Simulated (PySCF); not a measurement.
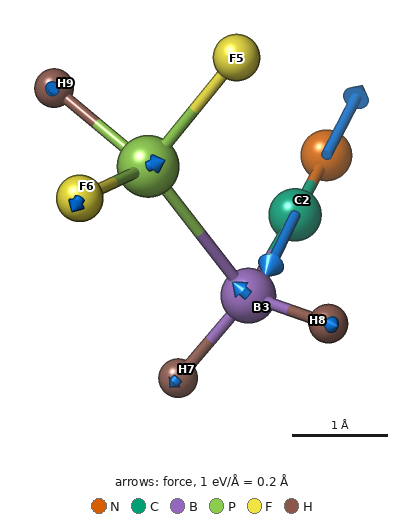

Starting geometry of CH$_{3}$BF$_{2}$NP with the computed forces as blue arrows. A ball-and-stick model, seen from a free direction.

The start comes from GFN2-xTB. Its atoms were then displaced at random by about 0.01 Å.

Theory: PySCF, PBE0-D3(BJ)/def2-SVP geometry optimisation, gas phase. 

Question: What follows when this structure is relaxed?

Answer: It isn't relaxed: the largest force vector, on the N atom, is 6.53 eV/Å. The final displacements have little in common with the starting forces (cosine between the two patterns 0.15). The energy falls by 7.54 kcal/mol in 11 geometry steps. The atom that moves furthest after the best rigid fit is an H atom (0.25 Å). By element the largest moves are H 0.25 Å, F 0.21 Å, N 0.19 Å, B 0.10 Å, C 0.09 Å, P 0.08 Å. Near-neighbour distances that change, for instance: B–P 1.938 → 1.869 Å, C–N 1.116 → 1.160 Å, B–H 1.187 → 1.222 Å, B–C 1.541 → 1.563 Å. Among the angles between lasting bonds that change: B–P–H 128.2° → 120.7°, P–B–H 107.5° → 100.1°, C–B–P 98.0° → 105.3°. Cost: 40 s on 1 thread of Arm Neoverse V1, on a shared host.
